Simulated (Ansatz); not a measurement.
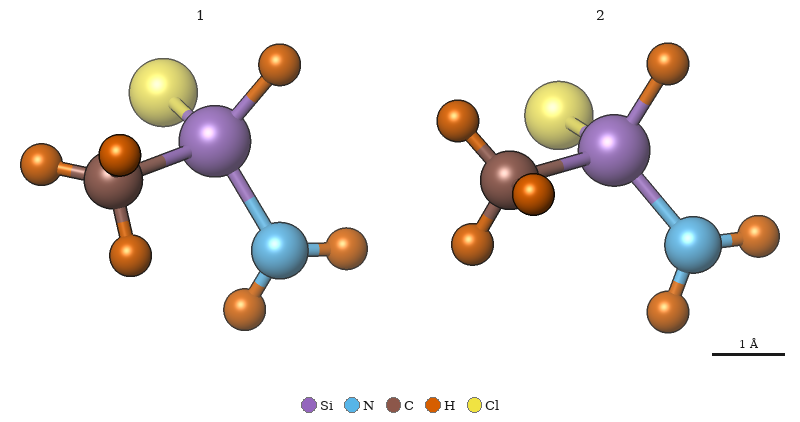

Two geometries of CH$_{6}$ClNSi, drawn at one scale. One is the start of a relaxation, the other its converged end. A ball-and-stick model, seen at a tilt.

All numbers below come from Ansatz 0.2.0, RKS PBE0/def2-SVP. Settings: no spin polarisation; force threshold 0.03 eV/Å; at most 50 steps.

Which of the two is the end point?

Answer. Structure 2 is the relaxed one. The run prepares an end point of a later path (reaction) calculation, from a guessed geometry. Over 10 accepted moves (12 points after the start) the energy falls by 27.5 kJ/mol. The largest force component goes from 1.2 to 0.011 eV/Å. The line search rejected the trial steps at points 3, 9 of the run. The forces were under the threshold at step 10, but the run went on from there. The atom that moves furthest after the best rigid fit is an H atom (0.90 Å). By element the largest moves are H 0.90 Å, Cl 0.33 Å, N 0.20 Å, Si 0.13 Å, C 0.05 Å. Near-neighbour distances that change, for instance: N–Si 1.776 → 1.719 Å, C–H 1.088 → 1.101 Å, C–Si 1.850 → 1.862 Å, Cl–Si 2.089 → 2.099 Å. Bond angles that change, for instance: Si–C–H 95.5° → 110.6°, N–Si–C 99.0° → 109.7°, Si–C–H 116.1° → 110.6°. Groups turn about C–Si by about 50°.
